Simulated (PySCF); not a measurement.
# C6H12O2: the cost of one run

Computed with PySCF 2.14.0, with density-fitted response routines of our own, on a single molecule in the gas phase. Atoms count from 0, in the outputs and in this text.

## 1. The molecule as given

20 atoms, charge 0, multiplicity 1; geometry from: GFN2-xTB.

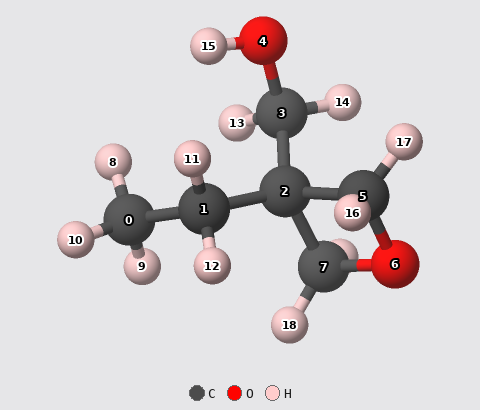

As it starts; carbon dark grey, oxygen red, hydrogen pink, atoms numbered.

## 2. Geometry optimisation at PBE0-D3(BJ)/def2-SVP

What the job is given:

```
{"job": {"xc": "PBE0", "basis": "def2-SVP", "d3": "d3bj", "grid": 1, "kind": "geom"}, "charge": 0, "multiplicity": 1}
C      2.290560    -0.535580     0.826410
C      1.399350    -0.337350    -0.396680
C     -0.070130    -0.092590    -0.052460
C     -0.288240     1.132230     0.843010
O      0.181650     2.330320     0.280020
C     -1.022270    -0.142640    -1.261610
O     -1.707910    -1.274420    -0.721480
C     -0.848510    -1.334150     0.416160
H      2.378250     0.375500     1.413520
H      1.888620    -1.317760     1.466560
H      3.289080    -0.829730     0.511600
H      1.769520     0.497580    -0.998710
H      1.454930    -1.232280    -1.020750
H      0.170060     0.951550     1.826270
H     -1.360020     1.283520     0.993230
H      1.134510     2.262280     0.155360
H     -0.549870    -0.373480    -2.220900
H     -1.679750     0.722460    -1.376290
H     -0.273610    -2.264860     0.437370
H     -1.401430    -1.224410     1.353660
```

Q: Estimate the wall time of this first job on 8 threads of Arm Neoverse V2, shared host.

About 2.1 min.
